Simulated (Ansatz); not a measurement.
The structure below was relaxed with PBEsol/PAW in Ansatz (a program for electronic structure), without spin-orbit coupling, at pressure 22.5 GPa.

```xyz
2
Lattice="0.0000 2.6437 2.6437 2.6437 0.0000 2.6437 2.6437 2.6437 0.0000" Properties=species:S:1:pos:R:3 pbc="T T T"
Ga     0.0000     0.0000     0.0000
As     1.3219     1.3219     1.3219
```

Q: Find the space group and the Wyckoff positions.

A: Space group F-43m (No. 216); a = 5.2875 Å, b = 5.2875 Å, c = 5.2875 Å, α = 90.00°, β = 90.00°, γ = 90.00°

| atom | site | symmetry | x | y | z |
|---|---|---|---|---|---|
| Ga | 4a | -43m | 0.0000 | 0.0000 | 0.0000 |
| As | 4d | -43m | 0.7500 | 0.7500 | 0.7500 |

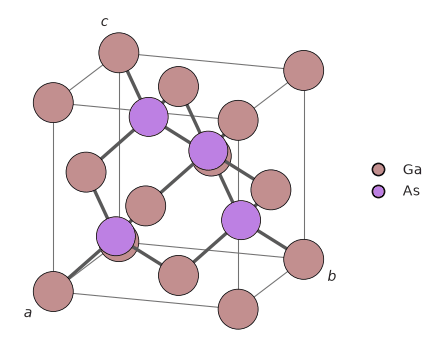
Fig. 1. The conventional cell

Load acts through the strain it causes; cell and atoms are relaxed under it. No phonon test of stability was made. Measured, GaAs leaves this structure (for a Cmcm phase) near 15 GPa (room temperature; as listed in arXiv:1906.07825). The cell was made from GaAs in the zinc blende structure (space group F-43m, No. 216) by this change: pressure 22.5 GPa.
